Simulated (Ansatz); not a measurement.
# Tunnelling decay and corrugation (surface alloy): Ir(110)-(2x1)-K surface alloy; Ir(110)-(1x3)-Au surface alloy; and others

A simple barrier model says that the current falls as exp(−2κz) with κ = 0.512 √φ (Å⁻¹, φ in eV). How well does that hold over real surfaces, and how fast does atomic contrast fade as the tip draws back?

**Method.** Ansatz 0.2.0, plane waves with PAW datasets (its set soft_2), functional as listed; relaxed slabs, Tersoff-Hamann images of the filled states within the window listed under the Fermi level. κ is fitted to the planar mean between 3 and 5 Å over the top atom; the model's barrier is the work function plus half the window. A setpoint is the mean density at the height named.

The runs side by side:

```
                              surface  functional  work function (eV)  window (eV)  κ, model (Å⁻¹)  κ, fitted (Å⁻¹)  near setpoint (Å): corrugation (Å)  far setpoint (Å): corrugation (Å)
        Ir(110)-(2x1)-K surface alloy      PBEsol                1.86         0.50            0.74             0.72                            3: 0.278                         4.5: 0.112
        Rh(110)-(2x1)-K surface alloy  PBE-D3(BJ)                1.87         0.40            0.74             0.69                            3: 0.124                         4.5: 0.037
       Os(0001)-(2x1)-K surface alloy         LDA                2.27         0.20            0.79             0.72                            3: 0.361                         4.5: 0.150
 Pb(111)-(√3×√3)R30°-Ce surface alloy      r2SCAN                3.13         0.20            0.92             0.94                            3: 0.333                           5: 0.192
      Nb(100)-p(2x2)-In surface alloy      r2SCAN                3.76         0.40            1.02             1.04                          2.5: 0.507                           4: 0.286
Mg(0001)-(√3×√3)R30°-Fe surface alloy      PBEsol                3.83         0.40            1.03             1.04                          2.5: 0.209                           4: 0.101
       Al(100)-(2x1)-Cu surface alloy  PBE-D3(BJ)                4.39         0.40            1.10             1.20                            3: 0.757                         4.5: 0.457
       Pt(110)-(1x3)-Sb surface alloy  PBE-D3(BJ)                4.68         0.30            1.13             1.15                          2.5: 0.680                           4: 0.251
       Pt(110)-(2x1)-Fe surface alloy         LDA                4.96         0.30            1.16             1.20                          2.5: 0.900                           4: 0.407
       Ir(110)-(1x3)-Au surface alloy         PBE                5.02         0.50            1.18             1.24                            3: 0.504                           5: 0.281
```

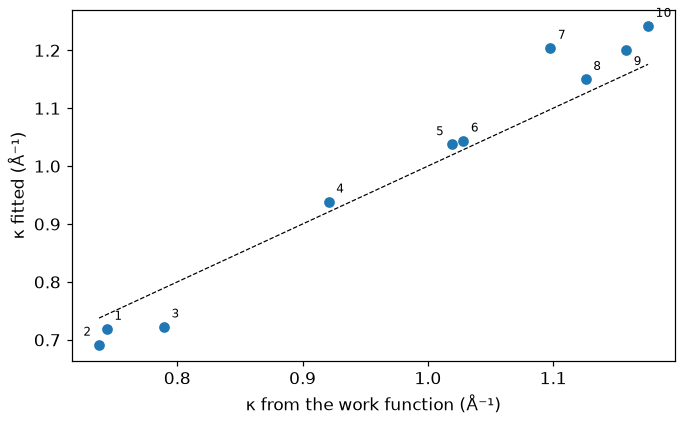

Fitted against model decay constants; points are numbered as the table's rows, and the dashed line marks equality.

What this shows: The fitted κ is 0.91 to 1.09 times the model's, and larger in 7 of 10. Momentum along the surface adds to κ² and raises it, while a barrier that has not reached its full height this near the surface lowers it. Worked for Ir(110)-(2x1)-K surface alloy: 0.512 × √(1.86 + 0.25) = 0.74 Å⁻¹; with the fitted 0.72 Å⁻¹ the current falls by exp(2 × 0.72) = 4.2 per Å. Where it is still over 0.005 Å at the far setpoint (10 rows), the corrugation falls by a factor of 1.3 to 2.3 per Å.

Caveats: The model has an s-wave tip and no forces between tip and sample. Semilocal potentials reach the vacuum level too fast, without an image tail. The surfaces are built from prototypes and need not be the stable ones; functionals, windows and heights differ between rows (the narrowest window from 0.2 eV on is taken, and runs with charge in the vacuum are left out), and rows with Cr, Mn, Fe, Co, Ni or Gd rest on one magnetic start or none. The table is a selection: not every member that was run is listed.

[Logs are printed without paths, hosts, clocks, repeated set-up lines and the standing remarks that a program may print on its own settings, such as how far it seeks lower states.]
